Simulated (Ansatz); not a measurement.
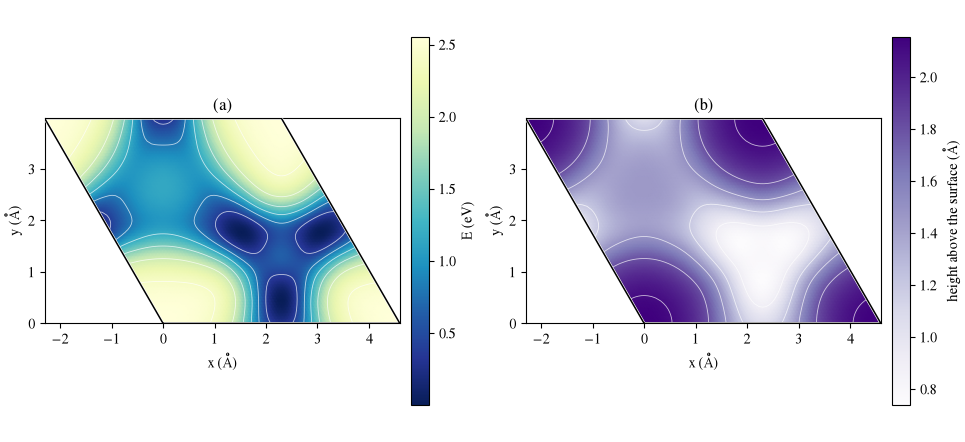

S on a Ta(111) slab cut from the Im-3m phase, its upper half relaxed before the scan (6 atoms of substrate and one adsorbate in a 1 × 1 cell). S is moved over the surface cell; relaxed at each place: the height of the adsorbate's atoms; substrate rigid; the origin of the map has the adsorbate above Ta6. Places are given modulo a cell vector. The map is drawn in real space over the plane of the surface. The scan uses a 9 × 9 grid; 19 points were computed and 62 follow by symmetry. All energies are given in eV relative to the lowest grid point. With one adsorbate in each 1 × 1 cell, its nearest image is 4.6 Å away, so neighbouring adsorbates interact. Method: Ansatz, DFT LDA, scalar-relativistic, plane waves, PAW. Settings: cutoff 420 eV, k-mesh 6×6×1, gaussian smearing 0.1 eV, no spin polarisation.

Panel (a) is the energy; panel (b) is the computed height above the surface, in Å.

Drawn: a smooth colour map with a few white contour lines, the outline of one cell of the plane. Between grid points the surface is interpolated.

How does the height above the surface vary over the map, and what is it at the lowest grid point?

Answer. It runs from 0.78 Å at a threefold hollow over a third-layer Ta atom, (6/9, 3/9) of the cell vectors to 2.16 Å at the top site over a surface Ta atom, (0/9, 0/9) of the cell vectors. At the lowest grid point, (5/9, 1/9) of the cell vectors [nearest 3 Ta at 2.47 Å], it is 0.84 Å.

PAW datasets: the set soft_1.
